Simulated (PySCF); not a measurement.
System: SiCl (charge +1).

```xyz
2

Si    0.0000    0.0000   -1.0877
Cl    0.0000    0.0000    0.8703
```

Computed with PBE0/def2-TZVPPD, non-relativistic Hamiltonian with scalar-relativistic core potentials where named, at a bond length of 1.958 Å (PySCF).

**What can the converged electron density and electron localisation function tell about the bonding?**

Si–Cl (1.96 Å): ρ is about 1.1 e/Å³ halfway; the ELF peaks at about 0.85 between the atoms; a short, strongly polar bond.

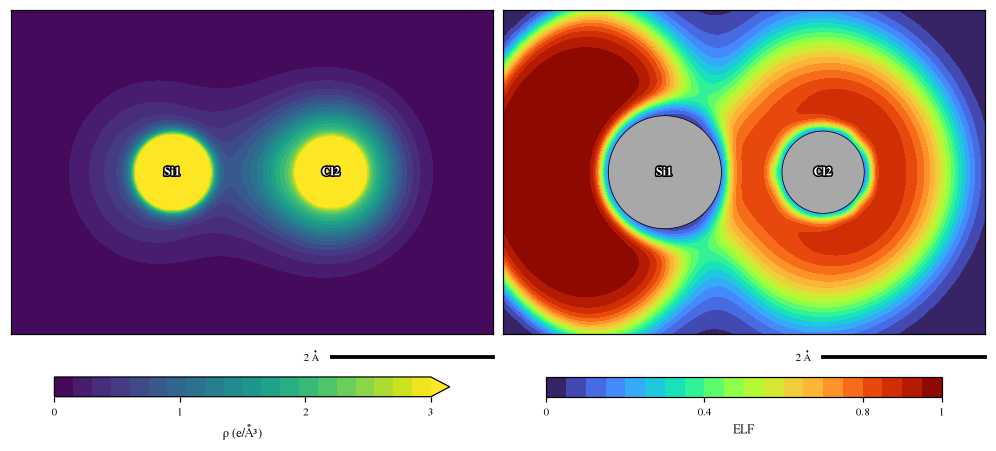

Computed electron density and electron localisation function on a plane that holds the molecular axis, in this order. Grey discs cover the atomic cores in the ELF map. 
